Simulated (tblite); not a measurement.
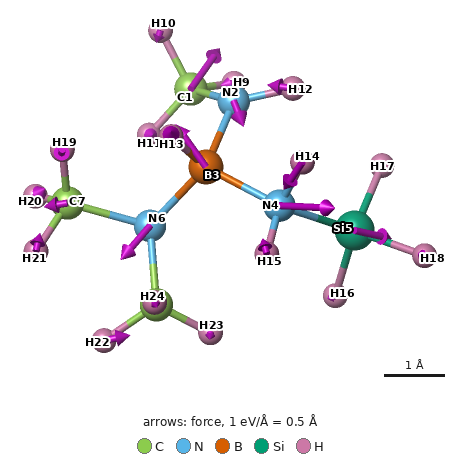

Starting geometry of C₃H₁₆BN₃Si with the computed forces as purple arrows. A ball-and-stick model, seen at a tilt.

Method: GFN2-xTB geometry optimisation, gas phase in tblite. 

### What follows when this structure is relaxed?

It isn't relaxed: the largest force vector, on an N atom, is 2.83 eV/Å. The final displacements have little in common with the starting forces (cosine between the two patterns 0.08). The largest move after the best rigid fit is that of an H atom, 1.47 Å. Largest moves by element: H 1.47 Å, C 0.99 Å, N 0.63 Å, Si 0.61 Å, B 0.22 Å. Some distances before and after: N–Si 3.013 → 1.990 Å, B–N 1.502 → 1.612 Å, N–Si 1.754 → 1.846 Å, B–N 1.534 → 1.603 Å. New bonds form: N–Si (3.01 → 1.99 Å). Among the angles between lasting bonds that change: H–Si–H 106.6° → 130.6°, B–N–Si 115.2° → 98.3°, N–Si–H 108.1° → 92.6°. Groups turn about B–N by about 45°. The energy falls by 199.9 kJ/mol in 150 geometry steps. Cost: 1.1 s on 1 thread of Arm Neoverse V2, on a shared host.
